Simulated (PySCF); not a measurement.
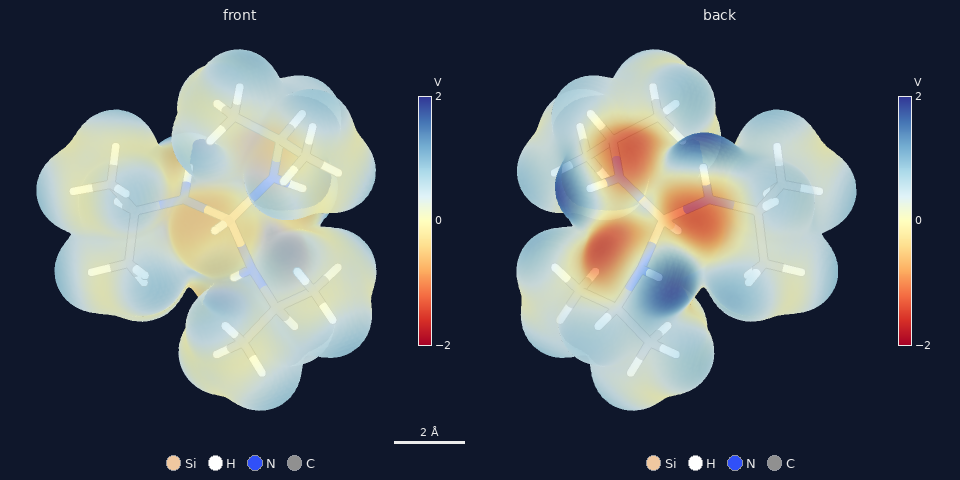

Figure. C9H25N3Si (SiH(NHiPr)3). The molecular electrostatic potential painted on the density surface at 0.004 e/bohr³, seen from the front and from behind; red is negative and blue positive.

Geometry: PBE0-D3(BJ)/def2-SVP.

Computed with PySCF 2.14.0, CAM-B3LYP/def2-SVPD, SCF density, gas phase.

The calculation's input:

```
{"job": {"kind": "uv", "xc": "CAM-B3LYP", "basis": "def2-SVPD", "ip": false, "nstates": 10}, "charge": 0, "multiplicity": 1}
Si    -0.005594    -0.006938    -0.423132
H     -0.010477    -0.009373     1.081830
N      1.615671    -0.018447    -1.036674
C      2.805240     0.567855    -0.443538
C      3.397075    -0.306412     0.662091
C      2.519820     1.976739     0.061027
H      1.809175    -0.818472    -1.629383
H      3.566025     0.658031    -1.241843
H      2.688544    -0.394147     1.501582
H      4.340264     0.109736     1.051556
H      3.601835    -1.321687     0.288365
H      1.760760     1.965660     0.860327
H      3.429914     2.437097     0.474427
H      2.145401     2.617582    -0.750827
N     -0.802412     1.403822    -1.039643
C     -1.893106     2.152575    -0.440493
C     -1.409906     3.127223     0.633610
C     -2.958068     1.211450     0.108205
H     -0.208782     1.961871    -1.643916
H     -2.370414     2.748423    -1.241575
H     -0.959119     2.576663     1.475307
H     -2.235053     3.742104     1.028697
H     -0.643575     3.806063     0.228336
H     -2.552767     0.581978     0.917305
H     -3.806161     1.778080     0.521520
H     -3.337391     0.544024    -0.679606
N     -0.824328    -1.403090    -1.044306
C     -0.919631    -2.727060    -0.454389
C     -1.994677    -2.806882     0.629438
C      0.433828    -3.181726     0.077612
H     -1.600275    -1.170066    -1.654470
H     -1.203906    -3.431870    -1.258500
H     -1.735416    -2.150720     1.476068
H     -2.111996    -3.833206     1.013171
H     -2.968636    -2.476543     0.236269
H      0.785901    -2.518592     0.884758
H      0.370428    -4.199825     0.490035
H      1.192346    -3.176709    -0.718933
```

Run with:

```sh
OMP_NUM_THREADS=2 python probes_run.py task.json out
```

Describe the electrostatic potential map.

The most negative region (about −1.3 V) lies over N3, N15 and N27, the most positive (about +1.7 V) over H7, H19 and H31.

What dipole moment does the calculation give?

Its dipole moment is 0.19 D.
